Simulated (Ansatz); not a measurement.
**One shape, several levels: NH3 (ammonia)**

Wanted: a comparison of 6 runs (HF/3-21G, HSE06/6-31G, UB3LYP/3-21G, UPBE0/3-21G, MP2/3-21G, CCSDT(Q)/3-21G) of NH3 (ammonia). 

The results are computed with Ansatz 0.2.0.

48 further runs of the same task are left out: 48 set aside as unsound or not needed.

**1. Starting point**

NH3: 4 atoms, total charge 0, spin state singlet. SMILES: `N`. The H2–N1 distance was set to 2.025 Å, away from the relaxed value. At this shape a bond of the SMILES string is far longer than usual.

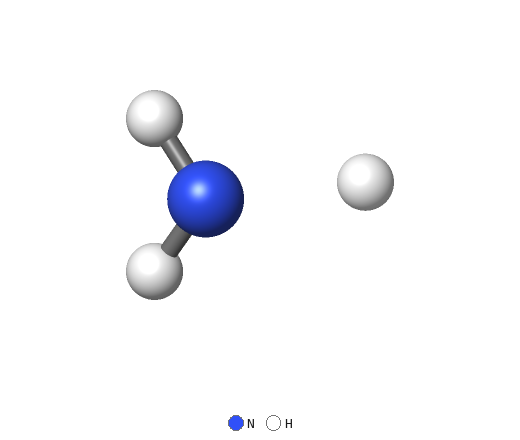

The structure, seen from a chosen angle (nitrogen blue, hydrogen white).

**2. A single-point energy at HF/3-21G (run 1)**

in.yaml

```yaml
crystal:
  periodic: [false, false, false]
  atoms:
    - symbol: N
      position_ang: [-0.630317, 0.800787, -0.527351]
    - symbol: H
      position_ang: [0.490470, -0.301820, 0.749180]
    - symbol: H
      position_ang: [-1.447887, 0.249377, -0.757191]
    - symbol: H
      position_ang: [-0.093487, 0.905597, -1.379481]
basis:
  gaussian:
    orbitals: 3-21G.json
hamiltonian:
  xc: hf
accuracy: high
```

The basis set 3-21G is read from a file made from the Basis Set Exchange's data (not shown).

Launch:

```sh
ansatz run in.yaml --threads 1 --pin off --max-ram 3480MiB --events-out events.jsonl --progress --plain --runs-dir runs
```

The log of the run:

```text
Warning: RAYON_NUM_THREADS=1 ignored (pool sized by the plan → 1); use --threads N
Functional definition: HF
  name "HF"
  exchange = exact_x
  correlation = 0
287 factors; integrals over basis functions are off by at most 6.1e-9 eV
mean field evaluation 1: about -1512.0181 eV, gradient 2.9e1 eV
mean field evaluation 2: about -1512.0158 eV, gradient 2.9e1 eV
mean field evaluation 4: about -1514.8428 eV, gradient 3.2e0 eV
mean field evaluation 8: about -1514.8858 eV, gradient 1.1e-1 eV
mean field evaluation 16: about -1514.8860 eV, gradient 1.6e-8 eV
mean field -1514.88599062 eV, -55.6710333285 hartree, gradient 1.6e-8 eV, S^2 0.000000; 0 other end points of the search recorded, 0 dependent functions left out
reference -1514.88599062 eV, -55.6710333285 hartree; 5, 5 occupied and 10, 10 virtual orbitals, 287 factors
Total energy: -1514.88599062 eV, -55.6710333285 hartree
```

Wall time 0.08 s (1 thread of Intel Xeon 6975P-C (Granite Rapids), shared host).

**3. A single-point energy at HSE06/6-31G (run 2)**

in.yaml

```yaml
crystal:
  periodic: [false, false, false]
  atoms:
    - {symbol: "N", position_ang: [-0.630317, 0.800787, -0.527351]}
    - {symbol: H, position_ang: [0.490470, -0.301820, 0.749180]}
    - {symbol: H, position_ang: [-1.447887, 0.249377, -0.757191]}
    - {symbol: H, position_ang: [-0.093487, 0.905597, -1.379481]}
basis:
  gaussian: {orbitals: 6-31G}
total_charge: 0
accuracy: high
hamiltonian: {xc: {name: HSE06}}
```

Launch:

```sh
ansatz run in.yaml --threads 1 --pin off --max-ram 3480MiB --events-out events.jsonl --progress --plain --runs-dir runs
```

The log of the run:

```text
Warning: RAYON_NUM_THREADS=1 ignored (pool sized by the plan → 1); use --threads N
Functional definition: HSE06
  name "HSE06"
  parameter a = 0.25
  parameter omega = 0.11/bohr
  exchange = pbe_x - a*pbe_x_sr(omega) + a*exact_x_sr(omega)
  correlation = pbe_c
349 factors; integrals over basis functions are off by at most 2.9e-9 eV
62 factors; integrals over basis functions are off by at most 3.7e-10 eV
mean field evaluation 1: about -1522.3403 eV, gradient 5.7e1 eV
mean field evaluation 2: about -1501.1205 eV, gradient 9.0e1 eV
mean field evaluation 4: about -1530.5068 eV, gradient 1.6e1 eV
mean field evaluation 8: about -1531.5847 eV, gradient 5.3e-2 eV
mean field evaluation 16: about -1531.5847 eV, gradient 2.8e-6 eV
mean field -1531.58466464 eV, -56.2846982802 hartree, gradient 2.5e-8 eV, S^2 0.000000; 0 other end points of the search recorded, 0 dependent functions left out
reference -1531.58466642 eV, -56.2846983454 hartree; 5, 5 occupied and 10, 10 virtual orbitals, 349 factors
Total energy: -1531.58466642 eV, -56.2846983454 hartree
```

Wall time 0.42 s (1 thread of Intel Xeon 6975P-C (Granite Rapids), shared host).

**4. The energy at UB3LYP/3-21G (run 3)**

molecule.yaml

```yaml
crystal:
  periodic: [false, false, false]
  atoms:
    - {symbol: N, position_ang: [-0.630317, 0.800787, -0.527351]}
    - {symbol: H, position_ang: [0.490470, -0.301820, 0.749180]}
    - {symbol: H, position_ang: [-1.447887, 0.249377, -0.757191]}
    - {symbol: H, position_ang: [-0.093487, 0.905597, -1.379481]}
basis:
  gaussian:
    orbitals: 3-21G.json
magnetization:
  spin_polarized: true
  initial_magnetization: 0
hamiltonian:
  xc: {name: B3LYP}
accuracy: high
```

The basis set 3-21G is read from a file made from the Basis Set Exchange's data (not shown).

Launch:

```sh
ansatz run molecule.yaml --threads 1 --pin off --max-ram 3480MiB --events-out events.jsonl --progress --plain --runs-dir runs
```

The log of the run:

```text
Warning: RAYON_NUM_THREADS=1 ignored (pool sized by the plan → 1); use --threads N
Functional definition: B3LYP
  name "B3LYP"
  parameter a0 = 0.2
  parameter ax = 0.72
  parameter ac = 0.81
  exchange = (1 - a0 - ax)*slater_x + ax*b88_x + a0*exact_x
  correlation = (1 - ac)*vwn_rpa_c + ac*lyp_c
287 factors; integrals over basis functions are off by at most 6.1e-9 eV
mean field evaluation 1: about -1517.9779 eV, gradient 3.8e1 eV
mean field evaluation 2: about -1500.9975 eV, gradient 5.8e1 eV
mean field evaluation 4: about -1524.9395 eV, gradient 9.4e0 eV
mean field evaluation 8: about -1525.6469 eV, gradient 1.3e-1 eV
mean field evaluation 16: about -1525.6470 eV, gradient 1.1e-7 eV
mean field evaluation 32: about -1525.9378 eV, gradient 1.0e-8 eV
mean field -1525.93777437 eV, -56.0771788904 hartree, gradient 1.0e-8 eV, S^2 0.573595; 3 other end points of the search recorded, 0 dependent functions left out
reference -1525.93779541 eV, -56.0771796635 hartree; 5, 5 occupied and 10, 10 virtual orbitals, 287 factors
Total energy: -1525.93779541 eV, -56.0771796635 hartree
```

Wall time 1.1 s (1 thread of Intel Xeon 6975P-C (Granite Rapids), shared host).

Runs 4 to 5 aren't shown in full; the table further down has their settings and results.

**5. A single-point energy at CCSDT(Q)/3-21G (run 6)**

Changes to in.yaml since step 3:

```diff
@@ -8,5 +8,5 @@
 basis:
-  gaussian: {orbitals: 6-31G}
-total_charge: 0
+  gaussian: {orbitals: 3-21G.json}
+correlation: {method: ccsdt_q, frozen_orbitals: {H: 0, "N": 1}}
 accuracy: high
-hamiltonian: {xc: {name: HSE06}}
+scf: {omitted_lower_state_checks: [cluster_reference, increment]}
```

The basis set 3-21G is read from a file made from the Basis Set Exchange's data (not shown).

Launch:

```sh
ansatz run in.yaml --threads 1 --pin off --max-ram 3480MiB --events-out events.jsonl --progress --plain --runs-dir runs
```

The log of the run:

```text
Warning: RAYON_NUM_THREADS=1 ignored (pool sized by the plan → 1); use --threads N
[... 12 lines left out ...]
1 core orbitals not correlated: weight in the atoms' cores, before any rotation towards them, 1.000 or more for the frozen orbitals, at most 0.000 for the correlated occupied ones
[... 29 lines left out ...]
WARN: these amplitudes may be one of several solutions (largest doubles amplitude 0.44, level shift 1.41 eV)
Total energy: -1520.14472167 eV, -55.8642881304 hartree
Checks for a lower state left out: cluster_reference, increment
```

It took 0.18 s on 1 thread of Intel Xeon 6975P-C (Granite Rapids), shared host.

**6. The series**

| run | level | frozen core orbitals | energy (Eh) | wall time |
| --- | --- | --- | --- | --- |
| 1 | HF/3-21G | – | -55.671033 | 0.08 s |
| 2 | HSE06/6-31G | – | -56.284698 | 0.42 s |
| 3 | UB3LYP/3-21G | – | -56.077180 | 1.1 s |
| 4 | UPBE0/3-21G | – | -56.004593 | 1.1 s |
| 5 | MP2/3-21G | 1 | -55.818788 | 0.08 s |
| 6 | CCSDT(Q)/3-21G | 1 | -55.864288 | 0.18 s |

**7. What came out**

| quantity | value |
| --- | --- |
| run 6: total energy | -55.86429 Eh |
| run 6: correlation energy (1 core orbital frozen) | -193.3 mEh |
| run 6: T1 diagnostic | 0.034 |

Below the HF energy at the same shape and in the same basis (3-21G): MP2 -147.8 mEh; CCSDT(Q) -193.3 mEh. Totals of different functionals can't be ranked against each other. In runs 5, 6 the log says that unrestricted orbitals would lower the reference, so the values rest on an unstable closed-shell determinant (other closed-shell runs at this shape may share the fault). In runs 1, 2, 5 a closed-shell determinant meets a far-stretched bond, which it describes badly. Spin contamination of the reference: run 4 ⟨S²⟩ = 0.65, run 3 ⟨S²⟩ = 0.57. Where it is this large, the reference is a mixture of spin states, and values that rest on it are in doubt. All runs together took 2.9 s, the longest 1.1 s.
